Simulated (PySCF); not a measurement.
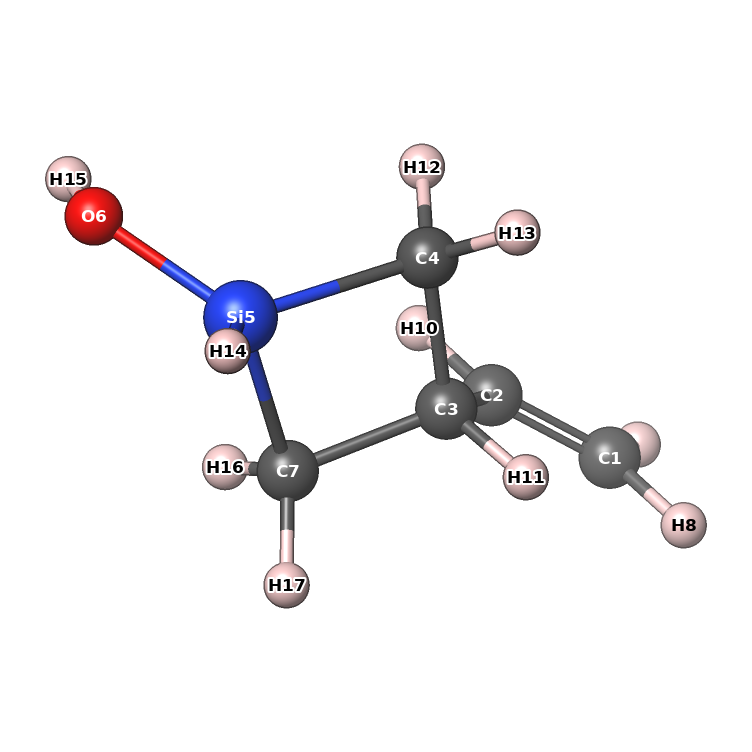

C2 lies behind C3. The molecule seen a little off the C3–C2 bond, C3 in front. Distant atoms are faded towards the background colour. The computed structure is the end point of a GFN2-xTB optimisation. No frequency run is at hand to confirm it as a minimum.

What is the torsion angle C4–C3–C2–C1? The sign is positive where the front bond must turn clockwise to cover the back bond.

124°, anticlinal.
